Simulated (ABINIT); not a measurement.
# A GW chain in ABINIT: GaN (F-43m), part 2 of 3

Aim: the G0W0 gap of GaN (F-43m) on PBE, step by step.

ABINIT 10.8.3; PBE and many-body steps on it, plane waves. Known limits of the many-body steps: not at the basis limit; no spin-orbit coupling.

So far. Step 2 (Ground state): The gap is direct, at Γ.

### 3. Bands along the symmetry lines

Level of this step: DFT, PBE, plane waves, norm-conserving pseudopotentials (ABINIT).

Levels along a band path, at the cheap level, show where the edges lie and whether the meshes to come will hold them.

Contents of run.abi:

```
acell 3*1.0 Angstrom
rprim 
  0.000000000000 2.253500607500 2.253500607500
  2.253500607500 0.000000000000 2.253500607500
  2.253500607500 2.253500607500 0.000000000000
ntypat 2
znucl 31 7
natom 2
typat 1 2
xred 
  0.000000000000 0.000000000000 0.000000000000
  0.750000000000 0.750000000000 0.750000000000
pp_dirpath "pseudos"
pseudos "Ga.upf, N.upf"
ecut 45
iscf -2
irdden 1
kptopt 0
nkpt 50
kpt 
  0.00000000 0.00000000 0.00000000
  -0.06250000 -0.06250000 0.00000000
  -0.12500000 -0.12500000 0.00000000
  -0.18750000 -0.18750000 0.00000000
  -0.25000000 -0.25000000 0.00000000
  -0.31250000 -0.31250000 0.00000000
  -0.37500000 -0.37500000 0.00000000
  -0.43750000 -0.43750000 0.00000000
  -0.50000000 -0.50000000 0.00000000
  -0.48437500 -0.48437500 0.03125000
  -0.46875000 -0.46875000 0.06250000
  -0.45312500 -0.45312500 0.09375000
  -0.43750000 -0.43750000 0.12500000
  -0.42187500 -0.42187500 0.15625000
  -0.40625000 -0.40625000 0.18750000
  -0.39062500 -0.39062500 0.21875000
  -0.37500000 -0.37500000 0.25000000
  -0.37500000 0.00000000 0.37500000
  -0.32812500 0.00000000 0.32812500
  -0.28125000 0.00000000 0.28125000
  -0.23437500 0.00000000 0.23437500
  -0.18750000 0.00000000 0.18750000
  -0.14062500 0.00000000 0.14062500
  -0.09375000 0.00000000 0.09375000
  -0.04687500 0.00000000 0.04687500
  0.00000000 0.00000000 0.00000000
  0.00000000 0.00000000 0.06250000
  0.00000000 0.00000000 0.12500000
  0.00000000 0.00000000 0.18750000
  0.00000000 0.00000000 0.25000000
  0.00000000 0.00000000 0.31250000
  0.00000000 0.00000000 0.37500000
  0.00000000 0.00000000 0.43750000
  0.00000000 0.00000000 0.50000000
  -0.06250000 -0.03125000 0.46875000
  -0.12500000 -0.06250000 0.43750000
  -0.18750000 -0.09375000 0.40625000
  -0.25000000 -0.12500000 0.37500000
  -0.31250000 -0.15625000 0.34375000
  -0.37500000 -0.18750000 0.31250000
  -0.43750000 -0.21875000 0.28125000
  -0.50000000 -0.25000000 0.25000000
  -0.50000000 -0.28125000 0.21875000
  -0.50000000 -0.31250000 0.18750000
  -0.50000000 -0.34375000 0.15625000
  -0.50000000 -0.37500000 0.12500000
  -0.50000000 -0.40625000 0.09375000
  -0.50000000 -0.43750000 0.06250000
  -0.50000000 -0.46875000 0.03125000
  -0.50000000 -0.50000000 0.00000000
istwfk *1
nband 23
nbdbuf 5
tolwfr 1e-07
nstep 50
prtwf 0
prtvol 0
indata_prefix "in"
outdata_prefix "out"
tmpdata_prefix "tmp"
```

Started as:

```console
$ OMP_NUM_THREADS=1 mpirun -n 4 abinit run.abi > log
```

Numbers of over 12 decimals in the logs are rounded to 6 here.

What it wrote:

```text
.Version 10.8.3 of ABINIT. v10.8.2 released Aug 2026.

 Symmetries : space group F-4 3 m (#216); Bravais cF (face-center cubic)
[... echo of the input left out ...]
== DATASET  1 ==================================================================
-   mpi_nproc: 4, omp_nthreads: 1 (-1 if OMP is not activated)

--- !DatasetInfo
iteration_state: {dtset: 1, }
dimensions: {natom: 2, nkpt: 50, mband: 23, nsppol: 1, nspinor: 1, nspden: 1, mpw: 2252, }
cutoff_energies: {ecut:  45.0, pawecutdg:  -1.0, }
electrons: {nelect:   2.60000000E+01, charge:   0.00000000E+00, occopt:   1.00000000E+00, tsmear:   1.00000000E-02, }

 Real(R)+Recip(G) space primitive vectors, cartesian coordinates (Bohr,Bohr^-1):
 R(1)=  0.0000000  4.2584990  4.2584990  G(1)= -0.1174123  0.1174123  0.1174123
 R(2)=  4.2584990  0.0000000  4.2584990  G(2)=  0.1174123 -0.1174123  0.1174123
 R(3)=  4.2584990  4.2584990  0.0000000  G(3)=  0.1174123  0.1174123 -0.1174123
 Unit cell volume ucvol=  1.5445417E+02 bohr^3
 Angles (23,13,12)=  6.00000000E+01  6.00000000E+01  6.00000000E+01 degrees

 getcut: wavevector=  0.0000  0.0000  0.0000  ngfft=  40  40  40
         ecut(hartree)=     45.000   => boxcut(ratio)=   2.19947

--- Pseudopotential description ------------------------------------------------
- Ga Generated using ONCVPSP code by D. R. Hamann
- 31.00000  21.00000  171031                  znucl, zion, pspdat
12 -101130 2 -1 1902                          pspcod,pspxc,lmax,lloc,mmax
     nproj     2     2     2
  pspatm : epsatm=   21.85474337
         --- l  ekb(1:nproj) -->
             0    4.962806   -1.220223
             1   -5.679278   -1.350476
             2  -10.596651   -3.839775
 pspatm: atomic psp has been read  and splines computed

- N Generated using ONCVPSP code by D. R. Hamann
-  7.00000   5.00000  171031                  znucl, zion, pspdat
12 -101130 1 -1 1058                          pspcod,pspxc,lmax,lloc,mmax
     nproj     2     2     0
  pspatm : epsatm=    5.20977870
         --- l  ekb(1:nproj) -->
[...]
pspatm: atomic psp has been read  and splines computed

--------------------------------------------------------------------------------

================================================================================
 prteigrs : about to open file out_EIG
 Non-SCF case, kpt    1 (  0.00000  0.00000  0.00000), residuals and eigenvalues=
  1.33E-08  2.91E-08  4.87E-08  7.42E-08  1.14E-08  1.54E-08  3.04E-08  5.57E-08
  8.32E-08  6.50E-08  2.65E-08  2.76E-08  6.73E-08  1.62E-08  1.51E-08  1.64E-08
  5.61E-08  6.32E-08  7.42E-08  9.89E-08  1.03E-06  2.41E-07  2.17E-05
 -4.9767E+00 -3.1639E+00 -3.1639E+00 -3.1639E+00 -3.3240E-01 -2.4568E-01
 -2.4568E-01 -2.4568E-01 -2.3446E-01 -2.3446E-01  2.5220E-01  2.5220E-01
  2.5220E-01  3.1643E-01  6.3289E-01  6.3289E-01  6.3289E-01  8.9971E-01
  9.4408E-01  9.4408E-01  9.4408E-01  9.8019E-01  9.8019E-01
[...]
9.7538E-01  9.8369E-01  9.8369E-01  9.9406E-01  1.0507E+00
[...]
Non-SCF case, kpt   49 ( -0.50000 -0.46875  0.03125), residuals and eigenvalues=
[...]
1.0535E+00  1.1636E+00  1.1751E+00  1.1982E+00  1.2911E+00
 Non-SCF case, kpt   50 ( -0.50000 -0.50000  0.00000), residuals and eigenvalues=
[...]
-2.3489E-01 -2.3489E-01 -2.3158E-01 -1.7018E-01  2.7425E-02  1.5326E-01
  1.5326E-01  3.7646E-01  4.9813E-01  6.8249E-01  7.6536E-01  7.6536E-01
  1.0510E+00  1.1642E+00  1.1953E+00  1.1953E+00  1.2727E+00

--- !ResultsGS
iteration_state: {dtset: 1, }
comment   : Summary of ground state results
lattice_vectors:
- [  0.0000000,   4.2584990,   4.2584990, ]
- [  4.2584990,   0.0000000,   4.2584990, ]
- [  4.2584990,   4.2584990,   0.0000000, ]
lattice_lengths: [   6.02243,    6.02243,    6.02243, ]
lattice_angles: [ 60.000,  60.000,  60.000, ] # degrees, (23, 13, 12)
lattice_volume:   1.5445417E+02
convergence: {deltae:  0.000E+00, res2:  0.000E+00, residm:  9.956E-08, diffor:  0.000E+00, }
etotal    :  -2.58718230E+02
entropy   :   0.00000000E+00
fermie    :   2.52201327E-01
cartesian_stress_tensor: null
pressure_GPa: null
xred      :
- [  0.0000E+00,   0.0000E+00,   0.0000E+00, Ga]
- [  7.5000E-01,   7.5000E-01,   7.5000E-01,  N]
cartesian_forces: null
force_length_stats: {min: null, max: null, mean: null, }

 Integrated electronic density in atomic spheres:
 ------------------------------------------------
 Atom  Sphere_radius  Integrated_density
[...]
================================================================================

 ----iterations are completed or convergence reached----

 Mean square residual over all n,k,spin=   40.592E-09; max=  99.556E-09
 reduced coordinates (array xred) for    2 atoms
       0.000000000000      0.000000000000      0.000000000000
       0.750000000000      0.750000000000      0.750000000000

 cartesian coordinates (angstrom) at end:
    1      0.000000     0.000000     0.000000
    2      3.380251     3.380251     3.380251
 length scales=  1.889726125908  1.889726125908  1.889726125908 bohr
              =  1.000000000000  1.000000000000  1.000000000000 angstroms
 prteigrs : about to open file out_EIG
 Eigenvalues (hartree) for nkpt=  50  k points:
 kpt#   1, nband= 23, wtk=  1.00000, kpt=  0.0000  0.0000  0.0000 (reduced coord)
[...]
kpt#   2, nband= 23, wtk=  1.00000, kpt= -0.0625 -0.0625  0.0000 (reduced coord)
[...]
kpt#   3, nband= 23, wtk=  1.00000, kpt= -0.1250 -0.1250  0.0000 (reduced coord)
[...]
kpt#  49, nband= 23, wtk=  1.00000, kpt= -0.5000 -0.4687  0.0313 (reduced coord)
[...]
0.76058    0.76644    1.05352    1.16365    1.17513    1.19824    1.29110
 kpt#  50, nband= 23, wtk=  1.00000, kpt= -0.5000 -0.5000  0.0000 (reduced coord)
  -4.97665   -3.16398   -3.16387   -3.16387   -0.29517   -0.24278   -0.23489   -0.23489
  -0.23158   -0.17018    0.02742    0.15326    0.15326    0.37646    0.49813    0.68249
   0.76536    0.76536    1.05095    1.16418    1.19527    1.19527    1.27274

== END DATASET(S) ==============================================================
================================================================================

 -outvars: echo values of variables after computation  --------
            nband          23
             nkpt          50
          spgroup         216
 [... the other variables as echoed above ...]

 Calculation completed.
```

Run time: 11 s. Hardware: 4 MPI ranks of Arm Neoverse V1, shared host; peak memory 0.28 GiB.

Numbers from this step:

* gap: 1.748 eV
* k of the valence top: 0, 0, 0
* k of the conduction bottom: 0, 0, 0
* least direct gap: 1.748 eV

The gap is 1.748 eV, as in the run before at this level.

The electronic bands at the labelled points (eV, zero at the top of the highest filled band):

```tsv
point	band 10	band 11	band 12	band 13	band 14	band 15	band 16	band 17
Γ	-13.24	0.00	0.00	0.00	1.75	10.36	10.36	10.36
X	-11.49	-6.12	-2.69	-2.69	3.38	6.69	11.71	13.96
U	-11.34	-5.85	-4.24	-2.16	5.02	7.87	11.08	12.86
jump to K	-11.34	-5.85	-4.24	-2.16	5.02	7.87	11.08	12.86
Γ	-13.24	0.00	0.00	0.00	1.75	10.36	10.36	10.36
L	-11.94	-7.02	-0.96	-0.96	4.67	8.73	10.41	10.41
W	-11.22	-5.68	-3.68	-3.62	6.24	8.39	10.30	11.14
X	-11.49	-6.12	-2.69	-2.69	3.38	6.69	11.71	13.96
```

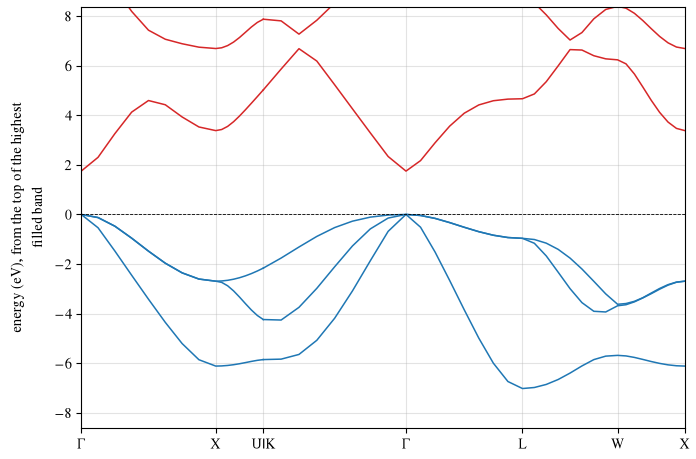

Electronic bands along the path; lines of filled and empty bands in two colours.

### 4. Empty states on the mesh, 6×6×6 mesh, 99 bands

The sums over transitions need many empty states on a uniform mesh; this step solves for them.

Contents of run.abi:

```
acell 3*1.0 Angstrom
rprim 
  0.000000000000 2.253500607500 2.253500607500
  2.253500607500 0.000000000000 2.253500607500
  2.253500607500 2.253500607500 0.000000000000
ntypat 2
znucl 31 7
natom 2
typat 1 2
xred 
  0.000000000000 0.000000000000 0.000000000000
  0.750000000000 0.750000000000 0.750000000000
pp_dirpath "pseudos"
pseudos "Ga.upf, N.upf"
ecut 45
ngkpt 6 6 6
nshiftk 1
shiftk 0 0 0
kptopt 1
chksymbreak 0
irdden 1
istwfk *1
nband 99
prtvol 0
optdriver 6
gwr_task "HDIAGO"
paral_kgb 0
occopt 1
indata_prefix "in"
outdata_prefix "out"
tmpdata_prefix "tmp"
```

What it wrote:

```text
[banner, memory and clock lines left out]
.Version 10.8.3 of ABINIT. v10.8.2 released Aug 2026.

 Symmetries : space group F-4 3 m (#216); Bravais cF (face-center cubic)
[... echo of the input left out ...]
== DATASET  1 ==================================================================
-   mpi_nproc: 4, omp_nthreads: 1 (-1 if OMP is not activated)

--- !DatasetInfo
iteration_state: {dtset: 1, }
dimensions: {natom: 2, nkpt: 16, mband: 99, nsppol: 1, nspinor: 1, nspden: 1, mpw: 2252, }
cutoff_energies: {ecut:  45.0, pawecutdg:  -1.0, }
electrons: {nelect:   2.60000000E+01, charge:   0.00000000E+00, occopt:   1.00000000E+00, tsmear:   1.00000000E-02, }

.Using double precision arithmetic; gwpc =  8

- Reading GS density from: in_DEN

--- Pseudopotential description ------------------------------------------------
- Ga Generated using ONCVPSP code by D. R. Hamann
- 31.00000  21.00000  171031                  znucl, zion, pspdat
12 -101130 2 -1 1902                          pspcod,pspxc,lmax,lloc,mmax
     nproj     2     2     2
  pspatm : epsatm=   21.85474337
         --- l  ekb(1:nproj) -->
             0    4.962806   -1.220223
             1   -5.679278   -1.350476
             2  -10.596651   -3.839775
 pspatm: atomic psp has been read  and splines computed

- N Generated using ONCVPSP code by D. R. Hamann
-  7.00000   5.00000  171031                  znucl, zion, pspdat
12 -101130 1 -1 1058                          pspcod,pspxc,lmax,lloc,mmax
     nproj     2     2     0
  pspatm : epsatm=    5.20977870
         --- l  ekb(1:nproj) -->
             0    7.494509    0.636305
             1   -4.293905   -1.006988
 pspatm: atomic psp has been read  and splines computed

   7.03677574E+02                                ecore*ucvol(ha*bohr**3)

 Total charge density [el/Bohr^3]
)     Maximum=    6.4955E+00  at reduced coord.    0.9500    0.9750    0.9750
)     Minimum=    5.4195E-03  at reduced coord.    0.5000    0.5000    0.5000
   Integrated=    2.6000E+01

 === KS gaps after direct diagonalization ===
 Direct band gap semiconductor
 Fundamental gap:     1.748 (eV)
   VBM:     6.863 (eV) at k: [ 0.0000E+00,  0.0000E+00,  0.0000E+00]
   CBM:     8.611 (eV) at k: [ 0.0000E+00,  0.0000E+00,  0.0000E+00]
 Direct gap:         1.748 (eV) at k: [ 0.0000E+00,  0.0000E+00,  0.0000E+00]

== END DATASET(S) ==============================================================

 -outvars: echo values of variables after computation  --------
           etotal      0.0000000000E+00
            nband          99
             nkpt          16
          spgroup         216
 [... the other variables as echoed above ...]

 Calculation completed.
```

Run time: 43 s. Hardware: 4 MPI ranks; peak memory 1.3 GiB; 2.8 min of CPU time.

Numbers from this step:

```yaml
gap: 1.748 eV
k_of_the_valence_top: 0, 0, 0
k_of_the_conduction_bottom: 0, 0, 0
least_direct_gap: 1.748 eV
k_points_computed: 16
lowest_point_of_the_top_converged_band_above_the_valence_top: 117.3949 eV
```

On this mesh the gap is 1.748 eV.

### 5. Screening, 6×6×6 mesh, 91 bands, screening to 179.6 eV

The RPA dielectric matrix is built and inverted for each q.

This step: RPA screening on PBE, plane waves, norm-conserving pseudopotentials.

run.abi: that of step 4 with these lines changed.

```diff
@@ -20,10 +20,11 @@
 chksymbreak 0
-irdden 1
 istwfk *1
-nband 99
-prtvol 0
-optdriver 6
-gwr_task "HDIAGO"
-paral_kgb 0
 occopt 1
+irdwfk 1
+optdriver 3
+nband 91
+ecuteps 6.6
+inclvkb 2
+awtr 1
+symchi 1
 indata_prefix "in"
```

What it wrote:

```text
.Version 10.8.3 of ABINIT. v10.8.2 released Aug 2026.

 Symmetries : space group F-4 3 m (#216); Bravais cF (face-center cubic)
[... echo of the input left out ...]
== DATASET  1 ==================================================================
-   mpi_nproc: 4, omp_nthreads: 1 (-1 if OMP is not activated)

--- !DatasetInfo
iteration_state: {dtset: 1, }
dimensions: {natom: 2, nkpt: 16, mband: 91, nsppol: 1, nspinor: 1, nspden: 1, mpw: 2252, }
cutoff_energies: {ecut:  45.0, pawecutdg:  -1.0, }
electrons: {nelect:   2.60000000E+01, charge:   0.00000000E+00, occopt:   1.00000000E+00, tsmear:   1.00000000E-02, }

 SCREENING: Calculation of the susceptibility and dielectric matrices

 Based on a program developped by R.W. Godby, V. Olevano, G. Onida, and L. Reining.
 Incorporated in ABINIT by V. Olevano, G.-M. Rignanese, and M. Torrent.
.Using double precision arithmetic ; gwpc =  8

[... cell and pseudopotentials left out ...]
--------------------------------------------------------------------------------

 ==== K-mesh for the wavefunctions ====
 Number of points in the irreducible wedge :    16
[... list of points left out ...]
 Together with 24 symmetry operations and time-reversal symmetry
 yields   216 points in the full Brillouin Zone.

 ==== Q-mesh for the screening function ====
 Number of points in the irreducible wedge :    16
[... list of points left out ...]
 Together with 24 symmetry operations and time-reversal symmetry
 yields   216 points in the full Brillouin Zone.

 setmesh: FFT mesh size selected  =    25x   25x   25
          total number of points  =        15625

 vcoul_init : cutoff-mode = AUXILIARY_FUNCTION
 q-points for optical limit:   1
     1)      0.000010    0.000020    0.000030

- screening: taking advantage of time-reversal symmetry
- Maximum band index for partially occupied states nbvw = 13
- Remaining bands to be divided among processors   nbcw = 78
- Number of bands treated by each node ~19

 Number of electrons calculated from density =   26.0000; Expected =   26.0000
 average of density, n =  0.168335
 r_s =    1.1235
 omega_plasma =   39.5770 [eV]

 calculating chi0 at frequencies [eV] :
  1    0.000000E+00    0.000000E+00
  2    0.000000E+00    3.957696E+01

--------------------------------------------------------------------------------
  q-point number  1        q = ( 0.000000, 0.000000, 0.000000) [r.l.u.]
--------------------------------------------------------------------------------
[... chi0 elements left out ...]
 For q-point:  0.000010 0.000020 0.000030
  dielectric constant =   6.4101
  dielectric constant without local fields =   6.8689

  Average fulfillment of the sum rule on Im[epsilon] for q-point    1 :     48.41  [%]
[... wings left out ...]
  q-point number  2        q = ( 0.166667, 0.000000, 0.000000) [r.l.u.]
--------------------------------------------------------------------------------
[... chi0 elements left out ...]
  Average fulfillment of the sum rule on Im[epsilon] for q-point    2 :     60.76  [%]

 [... 14 further q-points ...]
```

It took 87 s on 4 MPI ranks; peak memory 0.9 GiB; 5.8 min of CPU time.

Numbers from this step:

| Property | Result |
| --- | --- |
| ε∞ with local fields, on this mesh, along the program's q direction | 6.410 |
| the same without local fields | 6.869 |
| plasma frequency | 39.58 eV |
| plane waves in the screening matrix | 137 |

Local fields lower ε∞ by 7 %.

[end of part 2 of 3]

[Paths, hosts, dates, memory and timing lines, banners, echoed tables and standing remarks are left out of the program output.]

[Logs are printed without paths, hosts, clocks, repeated set-up lines and the standing remarks that a program may print on its own settings, such as how far it seeks lower states.]

[Runs of the session that timed out or met a known fault of the program may be left out.]

[Hosts, paths, dates, database ids (printed as entryN), source tags and the programs' standing remarks are cut or masked in the printed files.]

[G0W0 gaps are taken among the corrected bands and points alone; a level outside them can change the order at an edge.]

[Where Ansatz stands beside ABINIT at settings called matched, ABINIT's density can come from a denser mesh and the files from another edition; pairs whose starting gaps differed by over 0.03 eV were left out, so agreement reads better than it is.]
